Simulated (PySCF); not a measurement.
CH2LiO, charge +1, SMILES `[Li+].C=O`.

Computed with PySCF, HF/def2-TZVP, geometry: GFN2-xTB. The pair's geometry is semi-empirical, so its contact may be too short or too long. GFN2-xTB bond lengths at metals and heavier atoms can be off by up to 0.1 Å and shapes distorted, which carries into these values.

Coordinates in Å:

```
Li1      2.0379   -0.0011    0.0000
C2      -0.9161   -0.0007    0.0000
O3       0.2947    0.0010    0.0000
H4      -1.4874   -0.9395    0.0000
H5      -1.4874    0.9393    0.0000
```

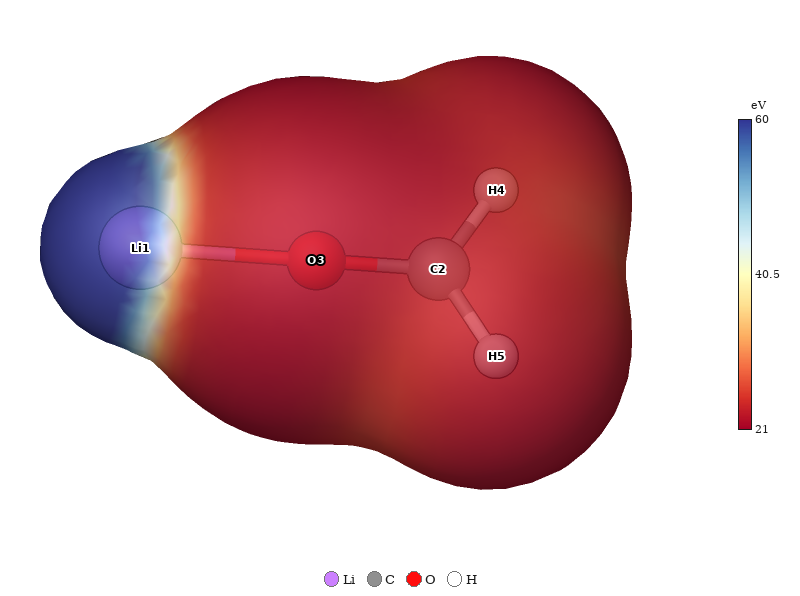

Average local ionisation energy on the surface of electron density 0.001 a.u.

**Locate the minima of the map.**

The lowest value is 21.5 eV, 1.8 Å from O3, and at like points elsewhere. Further minima include 21.8 eV, 1.3 Å from H5, and at like points elsewhere; 22.0 eV, off the molecular plane, over O3 (1.8 Å), and at like points elsewhere. For comparison, the highest occupied orbital lies at −18.0 eV.
